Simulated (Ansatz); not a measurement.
System: Ge₃As₂.

Input file:

```
crystal:
  lattice:
    - [-1.9276118791, 6.0962097526, 2.4494070935]
    - [1.9276118791, -6.0962097526, 2.4494070935]
    - [1.9276118791, 6.0962097526, -2.4494070935]
  atoms:
    - { symbol: Ge, position: [0.313340171, 0.166607366, 0.146732805] }
    - { symbol: Ge, position: [0.019874561, 0.166607366, 0.853267195] }
    - { symbol: Ge, position: [0.8950971718, 0.3950971718, 0.5] }
    - { symbol: As, position: [0.6655557064, 0.0108435606, 0.6547121458] }
    - { symbol: As, position: [0.3561314148, 0.0108435606, 0.3452878542] }
basis:
  ecutwfc: 420
kpoints:
  mp_grid: { grid: [10, 10, 10] }
  band_path:
    path:
      - [[0.0, 0.0, 0.0], [0.5, -0.5, 0.5], [0.27499536, -0.27499536, 0.72500464]]
      - [[-0.27499536, 0.27499536, 0.27499536], [0.0, 0.0, 0.0], [0.29035916, 0.29035916, -0.29035916]]
      - [[0.70964084, -0.29035916, 0.29035916], [0.5, -0.5, 0.5]]
      - [[0.0, 0.0, 0.0], [0.0, 0.5, 0.0], [0.25, 0.25, 0.25], [0.5, 0.0, 0.0], [0.0, 0.0, 0.0], [0.0, 0.0, 0.5], [0.25, 0.25, 0.25]]
    npoints: 14
hamiltonian:
  xc: pbe
scf:
  occupations: { method: gaussian, width: 0.1 }
  n_extra_bands: 12
output:
  forces: true
  stress: true
  eigenvalues: true
  populations: true
  dos: { projected: true, de: 0.02, nscf_kmesh: { grid: [12, 12, 12] } }
  bader: true
  write_density: true
  write_potential: true
  elf: true
  volumetric_format: npy
```

Run with:

```sh
ansatz run input.yaml --threads 1 --pin off --max-ram 2560MiB --backend cpu --events-out ev --progress --plain --runs-dir out
```

Below, planes, directions and counts refer to the conventional cell (a = 3.86 Å, b = 12.19 Å, c = 4.90 Å, α = 90.00°, β = 90.00°, γ = 90.00°).

Space group Imm2; a structure from a database of computed crystals, not necessarily the ambient phase; a generated structure, not necessarily the stable one.

Method: Ansatz, DFT PBE, scalar-relativistic, plane waves, PAW.

**Predict the valence pseudo-density and electron localisation function between the atoms.**

Ge–As (2.56 Å): ρ at the midpoint is about 0.44 e/Å³; the ELF peaks at about 0.75 between the atoms.
Bader's partition of the density gives Ge +0.28 and As −0.42 e.

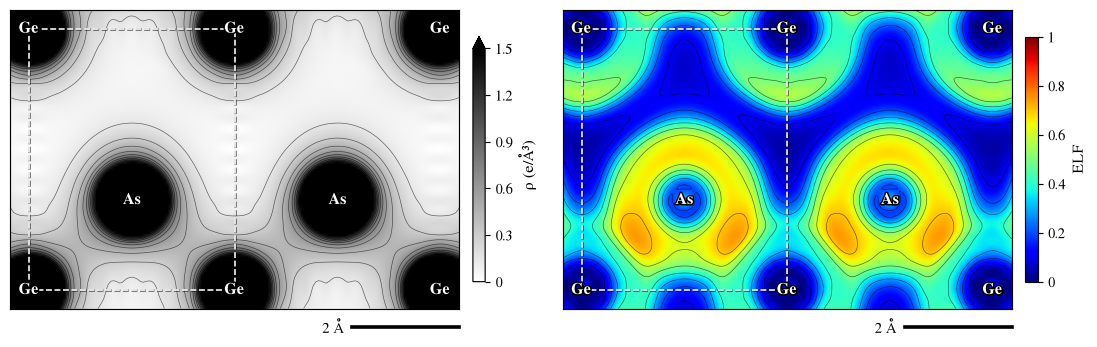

Computed valence pseudo-density and electron localisation function on the (010) plane of the conventional cell, in this order. 

In a PAW calculation such maps are meaningful between the atoms, not at the nuclei.
